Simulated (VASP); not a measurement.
# 2H-WS2 monolayer and its bilayer, part 5 of 9

What are the lattice, gap and band positions of 2H-WS2 monolayer, and what does a second sheet change?

VASP 6.6.1, plane waves and PAW; the level of theory is named at each step.

So far, gap on the k-mesh (eV): step 2 (relaxing the monolayer) 1.99; step 5 (the slab in a field, field -0.1) 1.99.

### Step 7. With spin-orbit coupling

This step: r2SCAN with rVV10, spin-orbit coupling, no spin polarisation; plane waves and PAW (W, S) (VASP 6.6.1).

For heavy elements spin-orbit coupling shifts the highest filled levels.

The input, INCAR:

```
SYSTEM = WS2
PREC = Normal
ENCUT = 350
EDIFF = 1E-06
NELM = 120
ISMEAR = 0
SIGMA = 0.03
LREAL = .FALSE.
ALGO = Normal
METAGGA = R2SCAN
LUSE_VDW = .TRUE.
IVDW_NL = 2
BPARAM = 11.95
CPARAM = 0.0093
LASPH = .TRUE.
LNONCOLLINEAR = .TRUE.
MAGMOM = 0 0 0 0 0 0 0 0 0
NBANDS = 30
GGA_COMPAT = .FALSE.
LSORBIT = .TRUE.
LMAXMIX = 4
LWAVE = .FALSE.
LCHARG = .FALSE.
KPAR = 4
IDIPOL = 3
LDIPOL = .TRUE.
DIPOL = 0.5 0.5 0.5
```

The input, POSCAR:

```
WS2
1.0
    3.1653557394      0.0000000000      0.0000000000
   -1.5826778697      2.7412784823      0.0000000000
    0.0000000000      0.0000000000     22.0000000000
W S
1 2
Direct
    0.3333333333      0.6666666667      0.5000000000
    0.6666666667      0.3333333333      0.4290157804
    0.6666666667      0.3333333333      0.5709842196
```

The input, KPOINTS:

```
Automatic mesh
0
Gamma
12 12 1
0 0 0
```

The input, KPOINTS_OPT:

```
Line mode
14
Line-mode
Reciprocal
  0.00000000   0.00000000   0.00000000 GAMMA
  0.50000000   0.00000000   0.00000000 M

  0.50000000   0.00000000   0.00000000 M
  0.33333333   0.33333333   0.00000000 K

  0.33333333   0.33333333   0.00000000 K
  0.00000000   0.00000000   0.00000000 GAMMA
```

Potentials, in the order of the species: W and S (PBE family, release 64).

The run is started by

```console
$ mpirun -np 4 vasp_ncl
```

The program printed:

```text
[... set-up lines as in an earlier step ...]
 entering main loop
       N       E                     dE             d eps       ncg     rms          rms(c)
Total rVV10 correction in eV:      0.5099575    23.6031916
Total rVV10 correction in eV:      0.5099575    23.6031916
Total rVV10 correction in eV:      0.5099575    23.6031916
Total rVV10 correction in eV:      0.5099575    23.6031916
DAV:   1     0.697391906352E+02    0.69739E+02   -0.50728E+03  1876   0.658E+02
DAV:   2    -0.575819784000E+02   -0.12732E+03   -0.12046E+03  2810   0.172E+02
DAV:   3    -0.728015396578E+02   -0.15220E+02   -0.15083E+02  2546   0.681E+01
DAV:   4    -0.731381618060E+02   -0.33662E+00   -0.33501E+00  2480   0.121E+01
DAV:   5    -0.731468454843E+02   -0.86837E-02   -0.86793E-02  2438   0.186E+00    0.270E+01
Total rVV10 correction in eV:      0.5116803    23.6042096
Total rVV10 correction in eV:      0.5116803    23.6042096
Total rVV10 correction in eV:      0.5116803    23.6042096
Total rVV10 correction in eV:      0.5116803    23.6042096
DAV:   6    -0.698751224713E+02    0.32717E+01   -0.34355E+00  2474   0.138E+01    0.137E+01
Total rVV10 correction in eV:      0.5066893    23.6053536
Total rVV10 correction in eV:      0.5066893    23.6053536
Total rVV10 correction in eV:      0.5066893    23.6053536
Total rVV10 correction in eV:      0.5066893    23.6053536
DAV:   7    -0.698144749408E+02    0.60648E-01   -0.10079E+00  2396   0.904E+00    0.714E+00
Total rVV10 correction in eV:      0.5086980    23.6053919
Total rVV10 correction in eV:      0.5086980    23.6053919
Total rVV10 correction in eV:      0.5086980    23.6053919
Total rVV10 correction in eV:      0.5086980    23.6053919
DAV:   8    -0.697665557999E+02    0.47919E-01   -0.18095E-01  2396   0.337E+00    0.955E-01
Total rVV10 correction in eV:      0.5103432    23.6051591
Total rVV10 correction in eV:      0.5103432    23.6051591
Total rVV10 correction in eV:      0.5103432    23.6051591
Total rVV10 correction in eV:      0.5103432    23.6051591
DAV:   9    -0.697656162192E+02    0.93958E-03   -0.22464E-02  2416   0.115E+00    0.624E-01
Total rVV10 correction in eV:      0.5117590    23.6049894
Total rVV10 correction in eV:      0.5117590    23.6049894
Total rVV10 correction in eV:      0.5117590    23.6049894
Total rVV10 correction in eV:      0.5117590    23.6049894
DAV:  10    -0.697655348319E+02    0.81387E-04   -0.65105E-03  2324   0.514E-01    0.366E-01
Total rVV10 correction in eV:      0.5128834    23.6048671
Total rVV10 correction in eV:      0.5128834    23.6048671
Total rVV10 correction in eV:      0.5128834    23.6048671
Total rVV10 correction in eV:      0.5128834    23.6048671
DAV:  11    -0.697662182398E+02   -0.68341E-03   -0.14887E-03  2400   0.256E-01    0.302E-01
Total rVV10 correction in eV:      0.5135472    23.6046700
Total rVV10 correction in eV:      0.5135472    23.6046700
Total rVV10 correction in eV:      0.5135472    23.6046700
Total rVV10 correction in eV:      0.5135472    23.6046700
DAV:  12    -0.697666928493E+02   -0.47461E-03   -0.18339E-04  2370   0.106E-01    0.166E-01
Total rVV10 correction in eV:      0.5142480    23.6044786
Total rVV10 correction in eV:      0.5142480    23.6044786
Total rVV10 correction in eV:      0.5142480    23.6044786
Total rVV10 correction in eV:      0.5142480    23.6044786
DAV:  13    -0.697671398348E+02   -0.44699E-03   -0.14689E-04  2152   0.758E-02    0.449E-02
Total rVV10 correction in eV:      0.5145760    23.6043373
Total rVV10 correction in eV:      0.5145760    23.6043373
Total rVV10 correction in eV:      0.5145760    23.6043373
Total rVV10 correction in eV:      0.5145760    23.6043373
DAV:  14    -0.697675200422E+02   -0.38021E-03   -0.36738E-05  2318   0.377E-02    0.168E-02
Total rVV10 correction in eV:      0.5151623    23.6038407
Total rVV10 correction in eV:      0.5151623    23.6038407
Total rVV10 correction in eV:      0.5151623    23.6038407
Total rVV10 correction in eV:      0.5151623    23.6038407
DAV:  15    -0.697686372526E+02   -0.11172E-02   -0.22859E-04  2370   0.837E-02    0.167E-02
Total rVV10 correction in eV:      0.5152910    23.6035776
Total rVV10 correction in eV:      0.5152910    23.6035776
Total rVV10 correction in eV:      0.5152910    23.6035776
Total rVV10 correction in eV:      0.5152910    23.6035776
DAV:  16    -0.697689682710E+02   -0.33102E-03   -0.62587E-05  2372   0.433E-02    0.284E-02
Total rVV10 correction in eV:      0.5152590    23.6034953
Total rVV10 correction in eV:      0.5152590    23.6034953
Total rVV10 correction in eV:      0.5152590    23.6034953
Total rVV10 correction in eV:      0.5152590    23.6034953
DAV:  17    -0.697690494151E+02   -0.81144E-04   -0.41904E-06  2320   0.157E-02    0.154E-02
Total rVV10 correction in eV:      0.5152011    23.6033160
Total rVV10 correction in eV:      0.5152011    23.6033160
Total rVV10 correction in eV:      0.5152011    23.6033160
Total rVV10 correction in eV:      0.5152011    23.6033160
DAV:  18    -0.697691646092E+02   -0.11519E-03   -0.96314E-06  2320   0.196E-02    0.526E-03
Total rVV10 correction in eV:      0.5151750    23.6032637
Total rVV10 correction in eV:      0.5151750    23.6032637
Total rVV10 correction in eV:      0.5151750    23.6032637
Total rVV10 correction in eV:      0.5151750    23.6032637
DAV:  19    -0.697691857319E+02   -0.21123E-04   -0.26959E-06  2318   0.147E-02    0.711E-03
Total rVV10 correction in eV:      0.5151544    23.6032224
Total rVV10 correction in eV:      0.5151544    23.6032224
Total rVV10 correction in eV:      0.5151544    23.6032224
Total rVV10 correction in eV:      0.5151544    23.6032224
DAV:  20    -0.697691987032E+02   -0.12971E-04   -0.48881E-06  2152   0.226E-02    0.502E-03
Total rVV10 correction in eV:      0.5151400    23.6031912
Total rVV10 correction in eV:      0.5151400    23.6031912
Total rVV10 correction in eV:      0.5151400    23.6031912
Total rVV10 correction in eV:      0.5151400    23.6031912
DAV:  21    -0.697692075976E+02   -0.88944E-05   -0.59234E-06  2172   0.257E-02    0.226E-03
Total rVV10 correction in eV:      0.5151372    23.6031870
Total rVV10 correction in eV:      0.5151372    23.6031870
Total rVV10 correction in eV:      0.5151372    23.6031870
Total rVV10 correction in eV:      0.5151372    23.6031870
DAV:  22    -0.697692101958E+02   -0.25982E-05   -0.12519E-05  2172   0.392E-02    0.228E-03
Total rVV10 correction in eV:      0.5151353    23.6031853
Total rVV10 correction in eV:      0.5151353    23.6031853
Total rVV10 correction in eV:      0.5151353    23.6031853
Total rVV10 correction in eV:      0.5151353    23.6031853
DAV:  23    -0.697692126762E+02   -0.24804E-05   -0.19070E-05  2016   0.497E-02    0.220E-03
Total rVV10 correction in eV:      0.5151352    23.6031852
Total rVV10 correction in eV:      0.5151352    23.6031852
Total rVV10 correction in eV:      0.5151352    23.6031852
Total rVV10 correction in eV:      0.5151352    23.6031852
DAV:  24    -0.697692150062E+02   -0.23300E-05   -0.15133E-05  1950   0.433E-02    0.210E-03
Total rVV10 correction in eV:      0.5151352    23.6031855
Total rVV10 correction in eV:      0.5151352    23.6031855
Total rVV10 correction in eV:      0.5151352    23.6031855
Total rVV10 correction in eV:      0.5151352    23.6031855
DAV:  25    -0.697692179492E+02   -0.29431E-05   -0.23699E-05  1944   0.511E-02    0.233E-03
Total rVV10 correction in eV:      0.5151335    23.6031860
Total rVV10 correction in eV:      0.5151335    23.6031860
Total rVV10 correction in eV:      0.5151335    23.6031860
Total rVV10 correction in eV:      0.5151335    23.6031860
DAV:  26    -0.697692313450E+02   -0.13396E-04   -0.87455E-05  1932   0.834E-02    0.262E-03
Total rVV10 correction in eV:      0.5151332    23.6031866
Total rVV10 correction in eV:      0.5151332    23.6031866
Total rVV10 correction in eV:      0.5151332    23.6031866
Total rVV10 correction in eV:      0.5151332    23.6031866
DAV:  27    -0.697692498598E+02   -0.18515E-04   -0.11252E-04  1932   0.109E-01    0.333E-03
Total rVV10 correction in eV:      0.5151331    23.6031864
Total rVV10 correction in eV:      0.5151331    23.6031864
Total rVV10 correction in eV:      0.5151331    23.6031864
Total rVV10 correction in eV:      0.5151331    23.6031864
DAV:  28    -0.697692775158E+02   -0.27656E-04   -0.16294E-04  1932   0.137E-01    0.403E-03
Total rVV10 correction in eV:      0.5151332    23.6031870
Total rVV10 correction in eV:      0.5151332    23.6031870
Total rVV10 correction in eV:      0.5151332    23.6031870
Total rVV10 correction in eV:      0.5151332    23.6031870
DAV:  29    -0.697693102319E+02   -0.32716E-04   -0.14706E-04  1920   0.134E-01    0.455E-03
Total rVV10 correction in eV:      0.5151333    23.6031901
Total rVV10 correction in eV:      0.5151333    23.6031901
Total rVV10 correction in eV:      0.5151333    23.6031901
Total rVV10 correction in eV:      0.5151333    23.6031901
DAV:  30    -0.697693304307E+02   -0.20199E-04   -0.10083E-04  1920   0.113E-01    0.475E-03
Total rVV10 correction in eV:      0.5151334    23.6031944
Total rVV10 correction in eV:      0.5151334    23.6031944
Total rVV10 correction in eV:      0.5151334    23.6031944
Total rVV10 correction in eV:      0.5151334    23.6031944
DAV:  31    -0.697693282398E+02    0.21908E-05   -0.43967E-05  1920   0.763E-02    0.470E-03
Total rVV10 correction in eV:      0.5151329    23.6031989
Total rVV10 correction in eV:      0.5151329    23.6031989
Total rVV10 correction in eV:      0.5151329    23.6031989
Total rVV10 correction in eV:      0.5151329    23.6031989
DAV:  32    -0.697693090727E+02    0.19167E-04   -0.77116E-05  1908   0.107E-01    0.451E-03
Total rVV10 correction in eV:      0.5151330    23.6032023
Total rVV10 correction in eV:      0.5151330    23.6032023
Total rVV10 correction in eV:      0.5151330    23.6032023
Total rVV10 correction in eV:      0.5151330    23.6032023
DAV:  33    -0.697693321408E+02   -0.23068E-04   -0.21806E-05  1944   0.478E-02    0.489E-03
Total rVV10 correction in eV:      0.5151331    23.6032052
Total rVV10 correction in eV:      0.5151331    23.6032052
Total rVV10 correction in eV:      0.5151331    23.6032052
Total rVV10 correction in eV:      0.5151331    23.6032052
DAV:  34    -0.697693274815E+02    0.46593E-05   -0.22934E-05  1908   0.510E-02    0.501E-03
Total rVV10 correction in eV:      0.5151332    23.6032065
Total rVV10 correction in eV:      0.5151332    23.6032065
Total rVV10 correction in eV:      0.5151332    23.6032065
Total rVV10 correction in eV:      0.5151332    23.6032065
DAV:  35    -0.697693281712E+02   -0.68966E-06   -0.92121E-06  1968   0.324E-02
Total rVV10 correction in eV:      0.5151310    23.6031880
Total rVV10 correction in eV:      0.5151310    23.6031880
Total rVV10 correction in eV:      0.5151310    23.6031880
Total rVV10 correction in eV:      0.5151310    23.6031880
Total rVV10 correction in eV:      0.5151332    23.6032077
Total rVV10 correction in eV:      0.5151332    23.6032077
Total rVV10 correction in eV:      0.5151332    23.6032077
Total rVV10 correction in eV:      0.5151332    23.6032077
   1 F= -.69769328E+02 E0= -.69769328E+02  d E =-.216024E-17  mag=    -0.0000     0.0000     0.0000
 Start KPOINTS_OPT (optional k-point list driver)
k-point batch [1-31\42]
       N       E                     dE             ncg
DAV:   1    -0.223546041006E+03   -0.13661E+05     1900
DAV:   2    -0.423398129510E+04   -0.40104E+04     2752
DAV:   3    -0.467609125585E+04   -0.44211E+03     2514
DAV:   4    -0.468488345319E+04   -0.87922E+01     2412
DAV:   5    -0.468507604281E+04   -0.19259E+00     2392
DAV:   6    -0.468508280451E+04   -0.67617E-02     2454
DAV:   7    -0.468508308836E+04   -0.28385E-03     2470
DAV:   8    -0.468508310036E+04   -0.11996E-04     2334
DAV:   9    -0.468508310092E+04   -0.56456E-06     1728
k-point batch [32-42\42]
       N       E                     dE             ncg
DAV:   1     0.114176925958E+05   -0.24835E+04      700
DAV:   2     0.101685311879E+05   -0.12492E+04      982
DAV:   3     0.100063737896E+05   -0.16216E+03      936
DAV:   4     0.100025194640E+05   -0.38543E+01      882
DAV:   5     0.100024313490E+05   -0.88115E-01      848
DAV:   6     0.100024287061E+05   -0.26429E-02      920
DAV:   7     0.100024285887E+05   -0.11739E-03      876
DAV:   8     0.100024285823E+05   -0.63627E-05      814
DAV:   9     0.100024285820E+05   -0.31806E-06      652
```

Wall time 11 min (4 MPI ranks of Intel Xeon Platinum 8488C (Sapphire Rapids), shared host); peak memory 2 GiB; 45 min of CPU time.

Parts of OUTCAR (step 7):

```text
   k-points           NKPTS =     31   k-points in BZ     NKDIM =     31   number of bands    NBANDS=     30

   NELECT =      18.0000    total number of electrons

 dipolmoment           0.000000      0.000000     -0.000000 electrons x Angstroem

 E-fermi :  -2.3403

 k-point     1 :       0.0000    0.0000    0.0000
  band No.  band energies     occupation
    ...
     14      -4.5591      1.00000
     15      -4.3428      1.00000
     16      -4.3428      1.00000
     17      -2.7473      1.00000
     18      -2.7473      1.00000
     19       0.3261      0.00000
     20       0.3261      0.00000
     21       0.3597      0.00000
     22       0.3597      0.00000
     23       0.6531      0.00000
    ...

  Total       -0.0201747     -0.0201747     -0.0380622     -0.0000000      0.0000000      0.0000000
  in kB       -0.1693247     -0.1693247     -0.3194522     -0.0000000      0.0000000      0.0000000
  external PRESSURE =      -0.2193672 kB  Pullay stress =       0.0000000 kB

 POSITION                                       TOTAL-FORCE (eV/Angst)
 -----------------------------------------------------------------------------------
     -0.00000      1.82752     11.00000         0.000000      0.000000      0.000000
      1.58268      0.91376      9.43835        -0.000000      0.000000     -0.012456
      1.58268      0.91376     12.56165        -0.000000      0.000000      0.012456
 -----------------------------------------------------------------------------------
    total drift:                                0.000007     -0.000026      0.000000

  FREE ENERGIE OF THE ION-ELECTRON SYSTEM (eV)
  ---------------------------------------------------
  free  energy   TOTEN  =       -69.7693281712 eV

  energy  without entropy=      -69.7693281712  energy(sigma->0) =      -69.76932817

 vacuum level on the upper side and lower side of the slab         3.221         3.221

 Spin-Orbit-Coupling matrix elements
 Ion:    1  E_soc:     -0.3058202
 Ion:    2  E_soc:     -0.0028653
 Ion:    3  E_soc:     -0.0028653

[... 6 parts as in an earlier step ...]

[... 9 further parts left out ...]
```

This step gave:

```
electronic cycles                 : 35
free energy (TOTEN)               : -69.7693 eV
Fermi energy                      : -2.340 eV
least gap on mesh and path        : 1.727 eV
least direct gap on mesh and path : 1.727 eV
dipole moment                     : 0, 0, 0 e·Å
```

On-site spin-orbit energy by atom:

| atom | on-site spin-orbit energy (eV) |
| --- | --- |
| W1 | -0.306 |
| S2 | -0.003 |
| S3 | -0.003 |

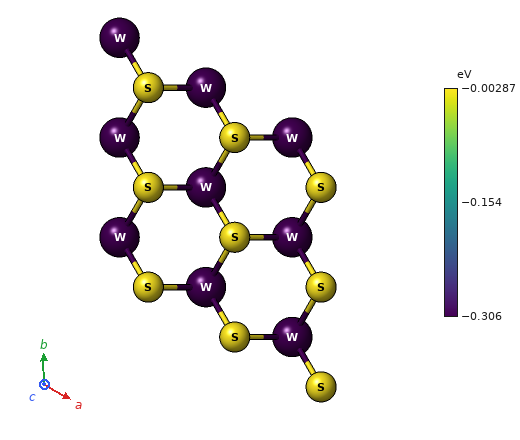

Atoms coloured by on-site spin-orbit energy. 3×3×1 cells are drawn.

The electronic bands at the labelled points (eV, zero at the valence-band top; v1 is the highest filled band, c1 the lowest empty one):

| point | v4 | v3 | v2 | v1 | c1 | c2 | c3 | c4 |
| --- | --- | --- | --- | --- | --- | --- | --- | --- |
| Γ | -1.83 | -1.83 | -0.24 | -0.24 | 2.84 | 2.84 | 2.87 | 2.87 |
| M | -1.61 | -1.61 | -1.15 | -1.15 | 2.73 | 2.73 | 3.32 | 3.32 |
| K | -2.79 | -2.72 | -0.43 | 0.00 | 1.73 | 1.76 | 3.32 | 3.35 |
| Γ | -1.83 | -1.83 | -0.24 | -0.24 | 2.84 | 2.84 | 2.87 | 2.87 |

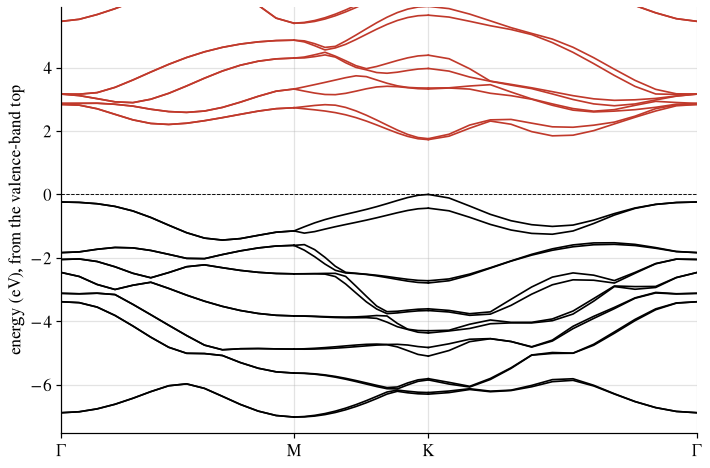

Electronic bands along the path; lines of filled and empty bands in two colours.

(Part 5 of 9 ends here.)

[Lines on the potential files, build, host, timing and source positions are cut from VASP's logs without a mark.]

[Logs are printed without paths, hosts, clocks, repeated set-up lines and the standing remarks that a program may print on its own settings, such as how far it seeks lower states.]

[Hosts, paths, dates, database ids (printed as entryN), source tags and the programs' standing remarks are cut or masked in the printed files.]

[Runs that stopped without an error message from VASP are left out.]
